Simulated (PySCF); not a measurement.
C₅H₂ClN (SMILES C=C1C(Cl)=C1C#N)

Input

```
{"job": {"kind": "nmr", "xc": "PBE0", "basis": "pcSseg-1", "pop": false}, "charge": 0, "multiplicity": 1}
C     -1.179400    -1.522700    -0.513800
C     -0.541700    -0.379700    -0.256700
C     -0.296600     1.018000    -0.099100
Cl    -0.952500     2.541500    -0.396000
C      0.451900     0.254900     0.665500
C      1.616700     0.069500     1.360000
N      2.557900    -0.142500     1.984500
H     -2.096900    -1.518900    -1.085200
H     -0.899000    -2.454400    -0.089400
```

Run with:

```sh
OMP_NUM_THREADS=1 python probes_run.py task.json out
```

Geometry: GFN2-xTB, MD frame at 250 fs, 200 K.

These are results of PySCF 2.14.0, PBE0/pcSseg-1, SCF density, gas phase, non-relativistic, not measurements.

### Predict the electron density and electron localisation function between the atoms.

C–N (1.15 Å): the density is about 3.5 e/Å³ at the midpoint; the ELF peaks at about 0.85 between the atoms; a short, multiple covalent bond.
C–C (1.31 Å): ρ is about 2.2 e/Å³ halfway; the ELF peaks at about 0.85 between the atoms: a multiple bond.
C–H (1.06 Å): ρ at the midpoint is about 2.1 e/Å³; the ELF climbs to about 1 towards the hydrogen, as it does in any bond to H (an ordinary covalent bond to hydrogen).
C–C (1.37 Å): the density is about 2.1 e/Å³ at the midpoint; the ELF peaks at about 0.95 between the atoms; localised, covalent bonding.

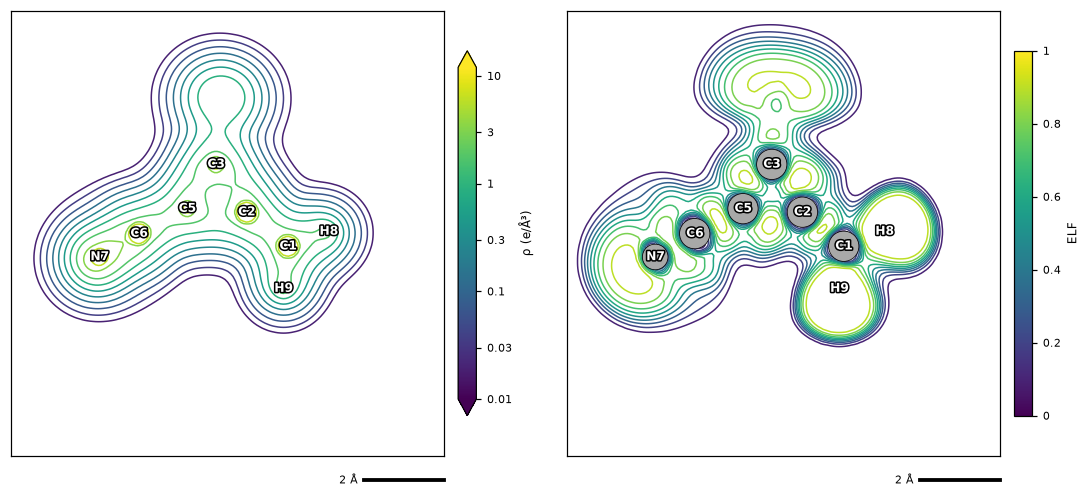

Computed electron density and electron localisation function on the plane of atoms C2, C1 and H9, in this order. Grey discs cover the atomic cores in the ELF map. 
